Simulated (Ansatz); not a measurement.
The calculation's input:

```
crystal:
  periodic: [false, false, false]
  atoms:
    - {symbol: O, position_ang: [0.505737, 0.714493, 1.626270]}
    - {symbol: C, position_ang: [0.634727, -0.380332, 0.811128]}
    - {symbol: Cl, position_ang: [2.158972, -0.293971, -0.213299]}
    - {symbol: Si, position_ang: [-0.789516, -0.565941, -0.436531]}
    - {symbol: S, position_ang: [-1.031669, 1.370421, -1.304315]}
    - {symbol: H, position_ang: [0.177135, 1.454358, 1.094287]}
    - {symbol: H, position_ang: [0.792652, -1.253543, 1.443730]}
    - {symbol: H, position_ang: [-0.491433, -1.624725, -1.426924]}
    - {symbol: H, position_ang: [-2.065007, -0.829443, 0.274948]}
    - {symbol: H, position_ang: [0.191603, 1.357585, -1.866291]}
basis:
  gaussian: {orbitals: def2-TZVPP}
hamiltonian: {xc: pbe0, dispersion: d4}
output: {orbitals: {seedname: orbitals}}
```

Launched as:

```sh
ansatz run in.yaml --threads 4 --pin off --events-out ev --progress --plain --max-ram 10444MiB
```

Geometry: PBE0-D4/def2-TZVP.

The calculation used RKS PBE0-D4/def2-TZVPP in Ansatz.

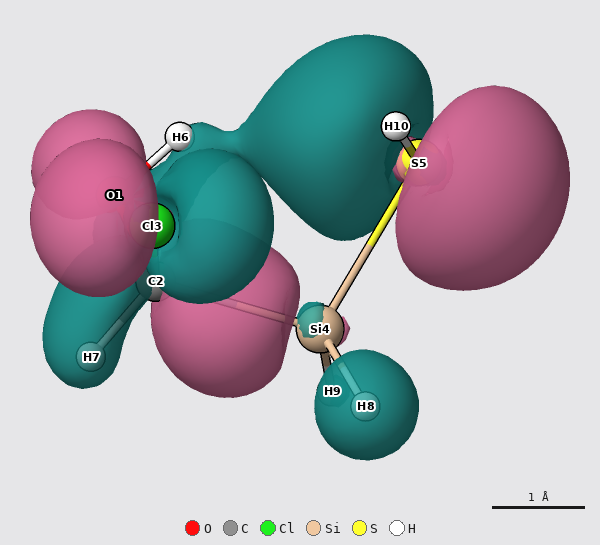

CH$_{5}$ClOSSi (SMILES OC(Cl)[SiH2]S). One frontier orbital at ±0.1 Å⁻³ᐟ² (teal and pink are the two phases), seen across its widest extent.

Question: Which orbital is it: HOMO or LUMO?

Answer: The HOMO, at −7.91 eV. Its weight (Hirshfeld) is mainly on S5 (about 45 %), Cl3 (about 15 %), C2 (about 15 %), Si4 (about 10 %) and O1 (about 10 %).
